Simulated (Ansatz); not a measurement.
# BH5NPS2: the cost of one run

Method: the settings change from run to run; program: Ansatz 0.2.0, Gaussian basis.

### Step 1. The geometry

The geometry comes from an earlier relaxation with PBE0-D4 in a triple-zeta def2 set; it is a stationary point, not always the lowest conformer.

10 atoms, charge 0, spin multiplicity 1.

Atoms are counted from 1 here; the program's logs count them from 0.

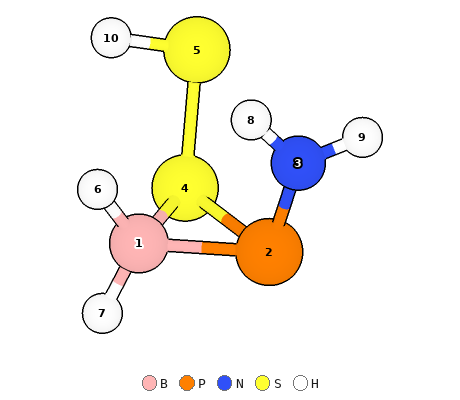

The structure; boron pink, phosphorus orange, nitrogen blue, sulfur yellow, hydrogen white; atoms are numbered from 1 in the order of the file.

### Step 2. BHLYP/def2-TZVP

This run has charge -1, multiplicity 2, a grid of angular degree 11, D3(BJ) with three-body dispersion, the search for lower states set to off.

in.yaml

```yaml
crystal:
  periodic: [false, false, false]
  atoms:
    - {symbol: B, position_ang: [-1.306093, -0.015459, -0.507407]}
    - {symbol: P, position_ang: [-0.373477, -1.498543, 0.242817]}
    - {symbol: N, position_ang: [0.512649, -0.837575, 1.472525]}
    - {symbol: S, position_ang: [0.255847, -0.273981, -1.698962]}
    - {symbol: S, position_ang: [1.735369, 0.942547, -0.966696]}
    - {symbol: H, position_ang: [-1.289054, 1.050083, 0.044188]}
    - {symbol: H, position_ang: [-2.251859, -0.322251, -1.178462]}
    - {symbol: H, position_ang: [0.463345, 0.142110, 1.704503]}
    - {symbol: H, position_ang: [1.336427, -1.306267, 1.813460]}
    - {symbol: H, position_ang: [0.999948, 2.068036, -0.923065]}
basis:
  gaussian: {orbitals: def2-TZVP, final_grid: {core_spheres: 5, valence_spheres: 4, degree: 11}}
total_charge: -1
magnetization: {spin_polarized: true, initial_magnetization: 1}
hamiltonian: {xc: {name: BHLYP}, dispersion: d3bjatm}
scf: {lower_state_search: off}
output: {forces: true}
```

Launch:

```
$ ansatz run in.yaml --threads 4 --pin off --events-out ev --progress --plain --max-ram 10444MiB
```

**Question.** How long does this run take on 4 threads of Arm Neoverse V2, shared host, and how much memory does it need?

About 4.6 s, with a peak of 0.79 GiB.
